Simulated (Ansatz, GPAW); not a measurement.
# How In2S (model structure) absorbs and reflects light

Aim: the dielectric function of In2S (model structure), and the optical constants that follow from it. The structure is a model built here, which may or may not match a known phase. It was built so: All Tl replaced by In in the P-3m1 structure of Tl2S. The cell is first relaxed with Ansatz.

Program: GPAW 26.7.0. Level of theory: DFT, revPBE, plane-wave PAW (GPAW data sets), scalar-relativistic, RPA, optical limit. Results are calculated unless marked as measured.

**1. Starting point**

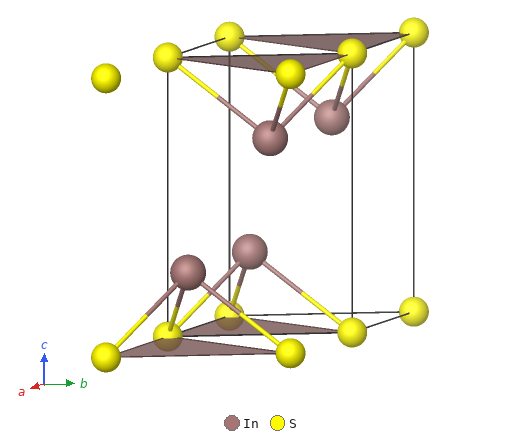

Start, viewed slightly off an axis; indium brown, sulfur yellow. 2×1×1 cells are drawn. Bonds to atoms that aren't drawn are left out. Some periodic images of atoms are drawn too.

**2. Relaxation**

The structure was built or cut out here, so it is relaxed before any spectrum is computed.

This step: DFT, revPBE, plane-wave PAW, default files, scalar-relativistic, relaxation (Ansatz 0.2.0).

Input file input.yaml:

```yaml
crystal:
  lattice:
    - [3.99463291, 0.0, 0.0]
    - [-1.99731646, 3.45945358, 0.0]
    - [0.0, 0.0, 5.98044219]
  atoms:
    - { symbol: In, position: [0.66666667, 0.33333333, 0.2742] }
    - { symbol: In, position: [0.33333333, 0.66666667, 0.7258] }
    - { symbol: S, position: [0.0, 0.0, 0.0] }
kpoints:
  mp_grid: { grid: [7, 7, 4] }
scf:
  occupations: { method: fermi_dirac, width: 0.05 }
hamiltonian:
  xc: revpbe
output:
  forces: true
  stress: true
relax:
  f_tol: 0.02
  max_steps: 50
  cell: {}
```

Command:

```bash
> ansatz run input.yaml --threads 1 --pin off --max-ram 4096MiB --backend cpu --events-out ev --progress --plain --runs-dir out
```

Numbers of over 12 decimals in the logs are rounded to 6 here.

Log:

```text
Engine: ansatz 0.2.0, aarch64-unknown-linux-gnu
Pseudopotentials: kind: paw
Pseudopotential: In, paw, valence charge 13, recommended cutoff 420 eV (normal), In.paw.azcp
Pseudopotential: S, paw, valence charge 6, recommended cutoff 420 eV (normal), S.paw.azcp
Functional definition: revPBE
  parameter kappa = 1.245
  parameter beta = 0.066725
  exchange = pbe_x(kappa = kappa, mu = beta*pi^2/3)
  correlation = pbe_c(beta = beta)
Crystal: 3 atoms, lattice volume = 82.645 Å³
Basis set: ecut = 420 eV, 1639 PW (Γ), exchange–correlation on 54×54×80 points (8 copies of the dense FFT grid, shifted against one another)
Bands: 20, of which v1, the nominal top of the filled ones, is band 16 counted from 1 (15 counted from 0)
Symmetry: 12 space group operations
Space group: P-3m1 (ITA 164), of the structure as read, at distance tolerance 4.4e-5 Å
k-points: 28 of 196
Non-local potential: In, projectors of the file, l = 0: 2, l = 1: 2, l = 2: 2, l = 3: 2
Non-local potential: S, projectors of the file, l = 0: 2, l = 1: 2, l = 2: 2
PAW form: soft (Blöchl's): semilocal exchange-correlation on the pseudo side does not see the compensation charge
PAW frozen core: In, regenerated for the run's functional, and the local potential with it (the file was generated under x = pbe(κ = 0.804, μ = 0.219515), c = pbe(β = 0.066725))
PAW frozen core: S, regenerated for the run's functional, and the local potential with it (the file was generated under x = pbe(κ = 0.804, μ = 0.219515), c = pbe(β = 0.066725))
PAW one-centre angular grid: In, 590 points (default); XC on 64 Gauss nodes
PAW one-centre angular grid: S, 110 points (default); XC on 64 Gauss nodes
Initial density: superposition of atomic densities (neutral atoms: chi_scale 0, normalization atom), corrected by the library's trained network
Initial wavefunctions: pseudopotential atomic-orbital guess
Functional: x = revpbe(κ = 1.245, μ = 0.219515), c = pbe(β = 0.066725)
SCF iter   1: F=—  HF=-12113.090510 eV  |F-HF|=—  |Δ(HF+E_count)|=         —  Δρ=2.83e-3  dr2=4.64e-3  ethr=1.77e-3  ⟨swp⟩=6.2  Hψ=2771  notcnv=0
preconditioner: auto → Kerker (q_TF=auto, 2.329 Å⁻¹)  [metal: Δε(μ)=0.107 eV  Ē_g=13.843 eV  σ=0.050 eV  W_gap=0.47  n_scr=22 (ndim 8)  ℏωp=23.1 eV  f_vac=0.002  D(μ)=0.59/eV (n_scr^D=2)]
SCF iter   2: F=—  HF=-12113.087956 eV  |F-HF|=—  |Δ(HF+E_count)|=   2.55e-3  Δρ=1.10e-3  dr2=1.07e-3  ethr=1.45e-5  ⟨swp⟩=2.0  Hψ=1192  notcnv=0
SCF iter   3: F=—  HF=-12113.088138 eV  |F-HF|=—  |Δ(HF+E_count)|=   1.82e-4  Δρ=5.44e-4  dr2=3.23e-4  ethr=3.35e-6  ⟨swp⟩=1.1  Hψ=563  notcnv=0
SCF iter   4: F=—  HF=-12113.088247 eV  |F-HF|=—  |Δ(HF+E_count)|=   1.09e-4  Δρ=1.23e-4  dr2=1.59e-5  ethr=1.01e-6  ⟨swp⟩=2.0  Hψ=697  notcnv=0
SCF iter   5: F=—  HF=-12113.088263 eV  |F-HF|=—  |Δ(HF+E_count)|=   1.64e-5  Δρ=2.75e-5  dr2=9.44e-7  ethr=4.98e-8  ⟨swp⟩=2.0  Hψ=728  notcnv=0
SCF iter   6: F=-12113.088264 eV  HF=-12113.088264 eV  |F-HF|=5.87e-8  |Δ(HF+E_count)|=   9.76e-7  Δρ=8.87e-6  dr2=8.06e-8  ethr=3.13e-10  ⟨swp⟩=3.0  Hψ=2281  notcnv=0
SCF 1 converged in 6 iterations: F = -12113.088264 eV  dr2 = 8.06e-8
  greatest PAW one-centre occupation: 0.983 electrons in one spin orbital (limit 2), on the In atom at site 1 (counted from 0), in its partial waves of l = 2
relax step   1: F+E_penalty+E_count = -12113.08826433 eV  Δ(F+E_penalty+E_count) = +0.000e0 eV  max|allowed force component| = 4.408e-1 eV/Å  Δτ_max = 0.0000 Å  P = +2.324 GPa  Ω = 82.645 Å³  (6 SCF iters, dr2 threshold 1.00e-7 eV, accepted)
Crystal: 3 atoms, lattice volume = 85.118 Å³
Basis set: ecut = 420 eV, 1663 PW (Γ), exchange–correlation on 54×54×80 points (8 copies of the dense FFT grid, shifted against one another)
Initial density: handed on by an earlier stage of this run
Initial wavefunctions: those handed on with the density
iter 1 solved again at ethr=3.78e-5 eV; its pass at ethr=3.10e-3 eV (dr2=1.21e-2 eV) is discarded
SCF iter   1: F=—  HF=-12113.129261 eV  |F-HF|=—  |Δ(HF+E_count)|=         —  Δρ=3.68e-3  dr2=1.18e-2  ethr=3.78e-5  ⟨swp⟩=1.4  Hψ=3478  notcnv=0
preconditioner: auto → Resta (q_TF=auto, 2.318 Å⁻¹)  ε∞=3.8  [insulator: Δε(μ)=0.114 eV  Ē_g=13.685 eV  σ=0.050 eV  W_gap=0.50  n_scr=22 (ndim 8)  ℏωp=22.8 eV  f_vac=0.000  D(μ)=0.81/eV (n_scr^D=2)  ε∞_Penn≈3.8]
SCF iter   2: F=—  HF=-12113.126652 eV  |F-HF|=—  |Δ(HF+E_count)|=   2.61e-3  Δρ=1.97e-3  dr2=3.45e-3  ethr=3.69e-5  ⟨swp⟩=2.0  Hψ=1009  notcnv=0
preconditioner: auto → Kerker (q_TF=auto, 2.318 Å⁻¹)  [metal: Δε(μ)=0.100 eV  Ē_g=13.704 eV  σ=0.050 eV  W_gap=0.44  n_scr=22 (ndim 8)  ℏωp=22.8 eV  f_vac=0.000  D(μ)=0.85/eV (n_scr^D=2)]
SCF iter   3: F=—  HF=-12113.126179 eV  |F-HF|=—  |Δ(HF+E_count)|=   4.73e-4  Δρ=4.78e-4  dr2=4.50e-4  ethr=1.08e-5  ⟨swp⟩=2.2  Hψ=977  notcnv=0
SCF iter   4: F=—  HF=-12113.126256 eV  |F-HF|=—  |Δ(HF+E_count)|=   7.67e-5  Δρ=1.52e-4  dr2=3.98e-5  ethr=1.41e-6  ⟨swp⟩=2.1  Hψ=725  notcnv=0
SCF iter   5: F=—  HF=-12113.126321 eV  |F-HF|=—  |Δ(HF+E_count)|=   6.51e-5  Δρ=6.01e-5  dr2=4.65e-6  ethr=1.24e-7  ⟨swp⟩=2.0  Hψ=728  notcnv=0
SCF iter   6: F=—  HF=-12113.126327 eV  |F-HF|=—  |Δ(HF+E_count)|=   6.30e-6  Δρ=1.82e-5  dr2=4.80e-7  ethr=1.45e-8  ⟨swp⟩=2.3  Hψ=828  notcnv=0
SCF iter   7: F=-12113.126328 eV  HF=-12113.126327 eV  |F-HF|=3.82e-8  |Δ(HF+E_count)|=   4.77e-7  Δρ=7.26e-6  dr2=7.88e-8  ethr=9.37e-10  ⟨swp⟩=4.6  Hψ=1745  notcnv=0
SCF 2 converged in 7 iterations: F = -12113.126328 eV  dr2 = 7.88e-8
relax step   2: F+E_penalty+E_count = -12113.12632753 eV  Δ(F+E_penalty+E_count) = -3.806e-2 eV  max|allowed force component| = 2.279e-1 eV/Å  Δτ_max = 0.1005 Å  P = -0.328 GPa  Ω = 85.118 Å³  energy of the carried Pulay correction = -5.737e-4 eV  (7 SCF iters, dr2 threshold 3.00e-7 eV, accepted)
Crystal: 3 atoms, lattice volume = 85.868 Å³
iter 1 solved again at ethr=6.48e-6 eV; its pass at ethr=3.10e-3 eV (dr2=2.07e-3 eV) is discarded
SCF iter   1: F=—  HF=-12113.143287 eV  |F-HF|=—  |Δ(HF+E_count)|=         —  Δρ=1.67e-3  dr2=2.12e-3  ethr=6.48e-6  ⟨swp⟩=1.5  Hψ=3757  notcnv=0
preconditioner: auto → Resta (q_TF=auto, 2.314 Å⁻¹)  ε∞=3.7  [insulator: Δε(μ)=0.117 eV  Ē_g=13.724 eV  σ=0.050 eV  W_gap=0.52  n_scr=22 (ndim 8)  ℏωp=22.7 eV  f_vac=0.001  D(μ)=0.55/eV (n_scr^D=2)  ε∞_Penn≈3.7]
SCF iter   2: F=—  HF=-12113.142739 eV  |F-HF|=—  |Δ(HF+E_count)|=   5.48e-4  Δρ=7.55e-4  dr2=4.06e-4  ethr=6.48e-6  ⟨swp⟩=2.8  Hψ=1045  notcnv=0
SCF iter   3: F=—  HF=-12113.142690 eV  |F-HF|=—  |Δ(HF+E_count)|=   4.97e-5  Δρ=2.40e-4  dr2=5.54e-5  ethr=1.27e-6  ⟨swp⟩=2.0  Hψ=1008  notcnv=0
SCF iter   4: F=—  HF=-12113.142760 eV  |F-HF|=—  |Δ(HF+E_count)|=   7.09e-5  Δρ=5.58e-5  dr2=3.61e-6  ethr=1.73e-7  ⟨swp⟩=2.0  Hψ=727  notcnv=0
SCF iter   5: F=—  HF=-12113.142762 eV  |F-HF|=—  |Δ(HF+E_count)|=   1.22e-6  Δρ=2.07e-5  dr2=5.21e-7  ethr=1.13e-8  ⟨swp⟩=3.0  Hψ=1038  notcnv=0
SCF iter   6: F=-12113.142762 eV  HF=-12113.142762 eV  |F-HF|=5.23e-8  |Δ(HF+E_count)|=   5.52e-7  Δρ=5.15e-6  dr2=3.16e-8  ethr=9.37e-10  ⟨swp⟩=4.6  Hψ=1758  notcnv=0
SCF 3 converged in 6 iterations: F = -12113.142762 eV  dr2 = 3.16e-8
relax step   3: F+E_penalty+E_count = -12113.14276228 eV  Δ(F+E_penalty+E_count) = -1.643e-2 eV  max|allowed force component| = 2.618e-2 eV/Å  Δτ_max = 0.0354 Å  P = +0.020 GPa  Ω = 85.868 Å³  energy of the carried Pulay correction = -7.421e-4 eV  (6 SCF iters, dr2 threshold 3.00e-7 eV, accepted)
[...]
relax step   4: F+E_penalty+E_count = -12113.14550541 eV  Δ(F+E_penalty+E_count) = -2.743e-3 eV  max|allowed force component| = 2.093e-2 eV/Å  Δτ_max = 0.0021 Å  P = -0.146 GPa  Ω = 86.372 Å³  energy of the carried Pulay correction = -8.541e-4 eV  (5 SCF iters, dr2 threshold 3.00e-7 eV, accepted)
[...]
relax step   5: F+E_penalty+E_count = -12113.14632126 eV  Δ(F+E_penalty+E_count) = -8.159e-4 eV  max|allowed force component| = 5.928e-3 eV/Å  Δτ_max = 0.0029 Å  P = -0.061 GPa  Ω = 86.027 Å³  energy of the carried Pulay correction = -7.774e-4 eV  (4 SCF iters, dr2 threshold 2.55e-7 eV, accepted)
[...]
relax step   6: F+E_penalty+E_count = -12113.14654767 eV  Δ(F+E_penalty+E_count) = -2.264e-4 eV  max|allowed force component| = 2.081e-7 eV/Å  Δτ_max = 0.0028 Å  P = -0.005 GPa  Ω = 85.763 Å³  energy of the carried Pulay correction = -7.187e-4 eV  (5 SCF iters, dr2 threshold 4.46e-8 eV, accepted)
Basis set: ecut = 420 eV, 1651 PW (Γ), exchange–correlation on 60×60×80 points (8 copies of the dense FFT grid, shifted against one another)
Initial wavefunctions: pseudopotential atomic-orbital guess (no wavefunctions were taken with the density)
iter 1 solved again at ethr=4.34e-7 eV; its pass at ethr=3.10e-3 eV (dr2=1.39e-4 eV) is discarded
SCF iter   1: F=—  HF=-12113.147110 eV  |F-HF|=—  |Δ(HF+E_count)|=         —  Δρ=8.84e-5  dr2=1.25e-6  ethr=4.34e-7  ⟨swp⟩=2.9  Hψ=4086  notcnv=0
preconditioner: auto → Kerker (q_TF=auto, 2.315 Å⁻¹)  [metal: Δε(μ)=0.105 eV  Ē_g=13.714 eV  σ=0.050 eV  W_gap=0.46  n_scr=22 (ndim 8)  ℏωp=22.7 eV  f_vac=0.002  D(μ)=0.57/eV (n_scr^D=2)]
SCF iter   2: F=—  HF=-12113.147141 eV  |F-HF|=—  |Δ(HF+E_count)|=   3.04e-5  Δρ=4.37e-5  dr2=2.87e-7  ethr=3.89e-9  ⟨swp⟩=2.1  Hψ=982  notcnv=0
SCF iter   3: F=—  HF=-12113.147142 eV  |F-HF|=—  |Δ(HF+E_count)|=   9.38e-7  Δρ=1.02e-5  dr2=2.56e-8  ethr=8.96e-10  ⟨swp⟩=2.1  Hψ=935  notcnv=0
SCF iter   4: F=—  HF=-12113.147142 eV  |F-HF|=—  |Δ(HF+E_count)|=   4.96e-8  Δρ=1.09e-6  dr2=2.56e-9  ethr=8.01e-11  ⟨swp⟩=2.3  Hψ=981  notcnv=0
SCF iter   5: F=—  HF=-12113.147142 eV  |F-HF|=—  |Δ(HF+E_count)|=   1.17e-9  Δρ=4.67e-7  dr2=4.61e-10  ethr=8.01e-12  ⟨swp⟩=3.0  Hψ=1032  notcnv=0
SCF iter   6: F=—  HF=-12113.147142 eV  |F-HF|=—  |Δ(HF+E_count)|=  1.64e-10  Δρ=1.27e-7  dr2=3.56e-11  ethr=1.44e-12  ⟨swp⟩=2.5  Hψ=875  notcnv=0
SCF iter   7: F=-12113.147142 eV  HF=-12113.147142 eV  |F-HF|=1.82e-12  |Δ(HF+E_count)|=  1.64e-11  Δρ=6.11e-8  dr2=4.37e-12  ethr=1.00e-12  ⟨swp⟩=6.0  Hψ=2420  notcnv=0
SCF 7 converged in 7 iterations: F = -12113.147142 eV  dr2 = 4.37e-12
relax step   7: F+E_penalty+E_count = -12113.14714171 eV  Δ(F+E_penalty+E_count) = -5.940e-4 eV  max|allowed force component| = 2.161e-4 eV/Å  Δτ_max = 0.0000 Å  P = -0.013 GPa  Ω = 85.763 Å³  stress off target by 2.31e-2 GPa  SCF on the basis re-selected at this cell (its energy is not comparable with the rows above)  (7 SCF iters)
basis re-selected at this cell: Δ(F+E_penalty+E_count) = -5.940e-4 eV, ΔP = -0.009 GPa vs the last step (what re-selecting the basis moved, of the pressure what is left beyond the Pulay correction that the steps carried, after the strain that the cell walked since its last selection, with what the two solves' SCF thresholds leave and, on support functions, any second-order correction that the steps lacked; it is no measure of the basis error at this ecutwfc). The dense FFT grid was sized anew with the basis: this SCF ran on 30×30×40 points, the steps before it on 27×27×40, so part of this shift can come from that change (see relax.cell in the input reference). [rest of the remark cut]
SCF converged after 7 iterations
Free energy (F): -12113.147142 eV
Harris-Foulkes:  -12113.147142 eV  (|F-HF|=1.82e-12)
Internal energy: -12113.142485 eV  (E = F + TS)
E sigma→0 (E₀):  -12113.144814 eV
Entropy (-TS):   -0.004656 eV (-1.552 meV/atom)
Fermi energy:    7.509273 eV
--- Per-component energies (eV) ---
  E_band       = -115.988866
  E_kinetic    = 584.732152
  E_local      = -2602.807513  (includes V_loc(G=0)·N_el)
  E_nonlocal   = 760.361975
  E_hartree    = 1013.001585
  E_xc         = -528.735910
  E_vxc        = -284.660075  (∫ρ·V_xc dr)
  E_paw        = -8916.785595  (= ΣΔE_a)
  E_vpaw       = -599.618644  (= ΣTr[D̂ρ^β])
  E_aug_tail   = 0.000053  (compensation charges beyond the density's cutoff)
  E_ewald      = -2422.978362
  E_core_change = 0.069129  (= ΣΔE_core)
  E_smearing   = -0.004656  (= −TS)
  E_closure    = 0.000000  (closes the sum)
  Σ components = -12113.147142   (vs F -12113.147142, Δ=0.00e0)
--- Forces (eV/Å), atoms counted from 1 ---
  atom   1  In     0.00000000     0.00000000    -0.00021613
  atom   2  In     0.00000000     0.00000000     0.00021613
  atom   3  S      0.00000000    -0.00000000     0.00000000
  max |Σ_I F_I| component: 4.16e-17 eV/Å
--- Stress (GPa, compression-positive) ---
       -0.008309      -0.000000       0.000000
       -0.000000      -0.008309      -0.000000
        0.000000      -0.000000      -0.023141
  P = ⅓ Tr σ = -0.0133 GPa (-0.133 kbar)
--- Relaxed structure (6 steps of the walk, 6 accepted, 1 SCFs on fresh bases) ---
  F+E_penalty+E_count = -12113.14714171 eV   max|allowed force component| = 2.161e-4 eV/Å   (the final SCF, on the basis selected at the relaxed cell)
  cell:  # Å, volume = 85.7631 Å³
    - [4.140434, 2.992115405008841e-9, -3.107080785098985e-19]
    - [-2.070217, 3.585721, 3.1070807825063476e-19]
    - [-4.651670738780739e-19, 2.6856433442525695e-19, 5.776675]
  atoms:
    - { symbol: In, position: [0.666667, 0.333333, 0.286403] }
    - { symbol: In, position: [0.333333, 0.666667, 0.713597] }
    - { symbol: S, position: [0, 0, -1.5470191408276062e-18] }
```

It took 13 s on 1 thread of Arm Neoverse V2, shared host; peak memory 0.36 GiB.

Relaxation path:

| step | energy less that of the first step (eV) | largest force component (eV/Å) | pressure (GPa) | volume (Å³) |
| --- | --- | --- | --- | --- |
| 1 | 0.0000 | 0.4408 | 2.32 | 82.65 |
| 2 | -0.0381 | 0.2279 | -0.33 | 85.12 |
| 3 | -0.0545 | 0.0262 | 0.02 | 85.87 |
| 4 | -0.0572 | 0.0209 | -0.15 | 86.37 |
| 5 | -0.0581 | 0.0059 | -0.06 | 86.03 |
| 6 | -0.0583 | 0.0000 | 0.00 | 85.76 |
| 7* | -0.0589 | 0.0002 | -0.01 | 85.76 |

Relaxation steps marked * repeat the geometry before them on a plane-wave basis chosen anew for their cell, so energy and pressure can jump there.

Forces are held to the 12 operations that the run works with; a distortion that breaks them can't arise in this run.

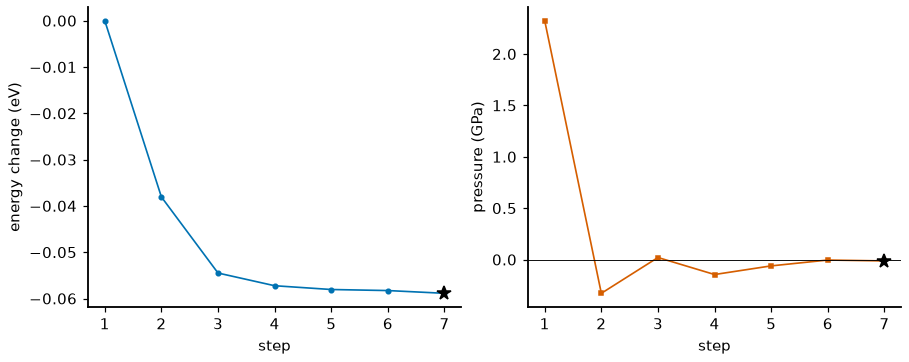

Energy and pressure along the relaxation. Stars mark steps on a basis chosen anew.

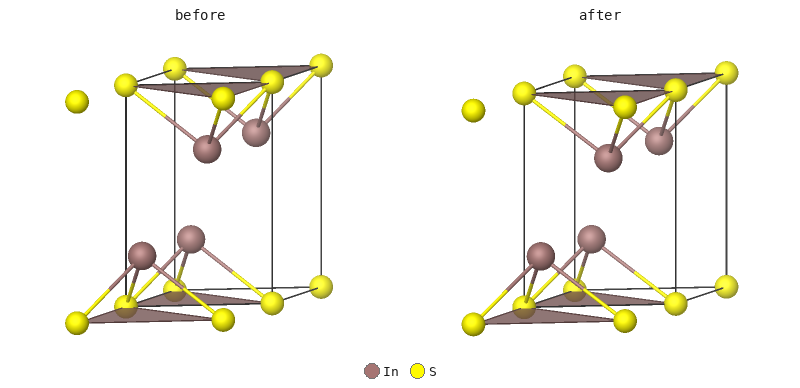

The structure before and after the relaxation, drawn at the same scale. Bonds to atoms that aren't drawn are left out.

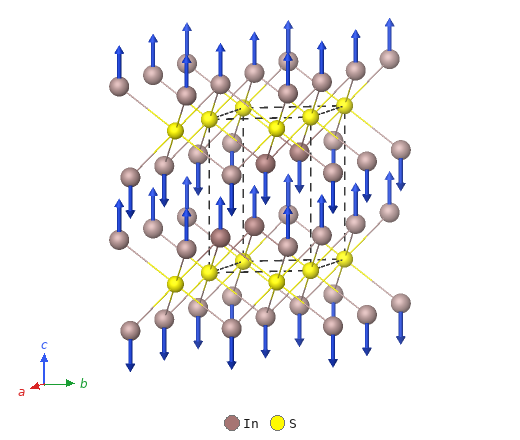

Displacements in the relaxation, exaggerated, measured against the changing cell; the longest in the cell stands for 0.07 Å. 2×1×1 cells are drawn. Some periodic images of atoms are drawn too.

| conventional cell, symmetrised | before | after | change |
| --- | --- | --- | --- |
| a (Å) | 3.995 | 4.140 | +3.6 % |
| b (Å) | 3.995 | 4.140 | +3.6 % |
| c (Å) | 5.980 | 5.777 | -3.4 % |
| volume (Å³/atom) | 27.55 | 28.59 | +3.8 % |

The atoms that moved most (Å, as changes of fractional coordinates times the final cell):

| atom | dx | dy | dz | length |
| --- | --- | --- | --- | --- |
| In2 | 0.000 | 0.000 | -0.070 | 0.070 |
| In1 | 0.000 | 0.000 | 0.070 | 0.070 |

The relaxed structure:

```cif
data_structure
_symmetry_space_group_name_H-M 'P 1'
_symmetry_Int_Tables_number 1
_cell_length_a 4.1404
_cell_length_b 4.1404
_cell_length_c 5.7767
_cell_angle_alpha 90.000
_cell_angle_beta 90.000
_cell_angle_gamma 120.000
_cell_volume 85.76
loop_
_atom_site_label
_atom_site_type_symbol
_atom_site_fract_x
_atom_site_fract_y
_atom_site_fract_z
_atom_site_occupancy
In1 In 0.66667 0.33333 0.28640 1
In2 In 0.33333 0.66667 0.71360 1
S3 S 0.00000 0.00000 0.00000 1
```

The relaxation ends with a largest force component of 2.2e-4 eV/Å and a pressure of -0.01 GPa.

(Continued in part 2 of 2.)

[Machine, clock and banner lines and Python warnings are left out of the logs.]

[Logs are printed without paths, hosts, clocks, repeated set-up lines and the standing remarks that a program may print on its own settings, such as how far it seeks lower states.]

[Hosts, paths, dates, database ids (printed as entryN), source tags and the programs' standing remarks are cut or masked in the printed files.]
